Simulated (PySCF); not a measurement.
Molecule: C2H8AlFSi, SMILES [CH3][Al]([CH3])[SiH2]F. Atoms near the plane z = 0.0 Å, at the PBE0/def2-SVP optimised geometry (x, y, z in Å): Si1 (0.8, -1.9, 0.0), F2 (2.5, -1.9, 0.0), Al3 (0.1, 0.4, 0.0), C4 (-1.8, 0.8, -0.3), C5 (1.4, 1.8, 0.4), H8 (-2.5, -0.1, -0.2), H9 (-2.2, 1.6, 0.3), H11 (1.2, 2.7, -0.2), H12 (2.4, 1.5, 0.1).

Computed with PBE0/def2-TZVP run with PySCF. Cells within 0.4 Å of a nucleus heavier than hydrogen are left out (blank, or x). The values are rescaled to run from 0 to 1.

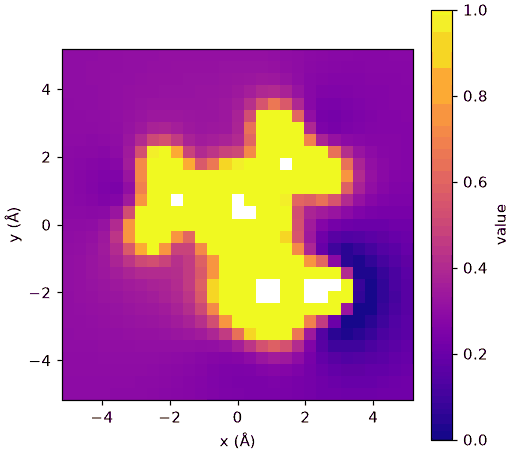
Fig. 1. a field on the plane z = 0.0 Å.

Question: Which quantity is mapped?
(A) Laplacian of the electron density
(B) electrostatic potential
(C) log10 of the electron density
(D) deformation density (molecule minus spherical neutral atoms)

Answer: B, electrostatic potential. In full: electrostatic potential (hartree/e), clipped to [-0.08, 0.12].
